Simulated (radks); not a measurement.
Ho: atomic calculation

The neutral holmium atom in the configuration [Xe] 4f11 6s2 (4f: 6.625 up, 4.375 down). Computed at this level: non-relativistic Kohn-Sham, r2SCAN, spin-polarised, spherical densities, point nucleus (the in-house radial solver radks).

### Input
```
Z 67
configuration [Xe] 4f6.625 4f4.375 6s2
relativity non-relativistic
functional r2scan,r2scan
spin polarised
nucleus point
```

Energies in input and log are in hartree, lengths in bohr.

Hardware: 1 CPU thread, shared host.

Launched within a batch (the task file carries these settings):
```bash
python <driver script> task.json out
```

### The program's output
```
1s      1   1.0000       -1906.22445409
2s      1   1.0000        -307.16399405
2p      1   3.0000        -292.77859765
3s      1   1.0000         -68.40593088
3p      1   3.0000         -61.91882108
3d      1   5.0000         -49.86226391
4s      1   1.0000         -13.34946371
4p      1   3.0000         -10.73810513
4d      1   5.0000          -6.06656857
4f      1   6.6250          -0.30517751
5s      1   1.0000          -1.65149419
5p      1   3.0000          -0.96233737
6s      1   1.0000          -0.13327676
1s      2   1.0000       -1906.22433946
2s      2   1.0000        -307.16351230
2p      2   3.0000        -292.77813133
3s      2   1.0000         -68.35006547
3p      2   3.0000         -61.86785084
3d      2   5.0000         -49.82559019
4s      2   1.0000         -13.25315689
4p      2   3.0000         -10.64128513
4d      2   5.0000          -5.96932547
4f      2   4.3750          -0.21818481
5s      2   1.0000          -1.61705825
5p      2   3.0000          -0.93717575
6s      2   1.0000          -0.13049455
Etot -12069.10612776084
Ekin 12065.60763954993
Encl -28694.2866272831
Eh 4819.080621737312
Exc -259.5077617649803
err 2.0770672362146095e-06
it 14
```

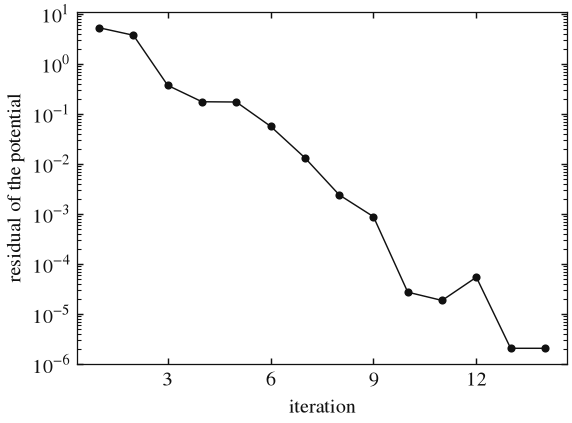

Convergence: residual of the potential against the iteration. The residual comes down, with one marked jump up, by a factor of about 3, at step 12. It goes from 5.3 to 2.1×10⁻⁶ in 14 steps.

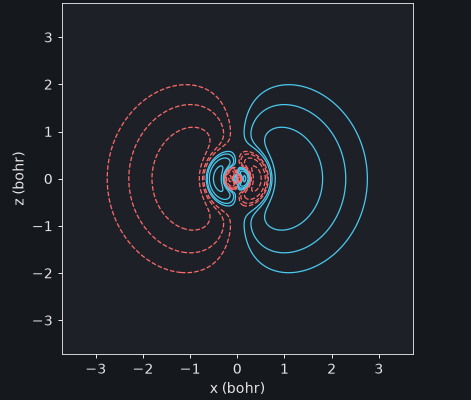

One occupied orbital of up spin is shown. In the xz plane through the nucleus, contours of ψ are drawn, solid for positive and dashed for negative values, each about twice the one before. The radial function comes from the spherical calculation and is multiplied by a real spherical harmonic; the overall sign is chosen so that the largest lobe of P(r) is positive. It is 5p(x) of up spin. It has the nodal plane yz and 3 radial nodes, at r = 0.0940, 0.271 and 0.682 bohr. The outermost maximum of P² lies at 1.34 bohr, ⟨r⟩ = 1.56 bohr, 90 % of the charge lies within 2.30 bohr, and the eigenvalue is −26.2 eV, with 3 electrons in the shell for this spin.

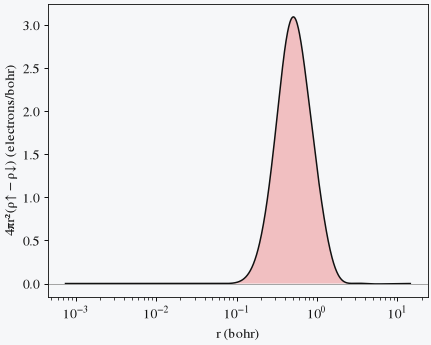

The radial spin density. The curve integrates to 2.25 unpaired electrons, held by 4f (+2.25). Its largest value, 3.09 electrons/bohr, lies near r = 0.51 bohr. Regions of the opposite sign hold 0.017 electrons in all, from the polarisation of filled shells. At the nucleus the spin density is 0.957 bohr⁻³.

### Key numbers

- outcome: converged
- total energy: −12069.1061 hartree
- kinetic energy: 12065.6076 hartree
- electron–nucleus energy: −28694.2866 hartree
- Hartree energy: 4819.0806 hartree
- exchange–correlation energy: −259.507762 hartree
- radius at density 0.001 e/bohr³: 5.33 bohr
- SCF iterations: 14

### Notes

Relativity is left out, which matters for an atom this heavy.
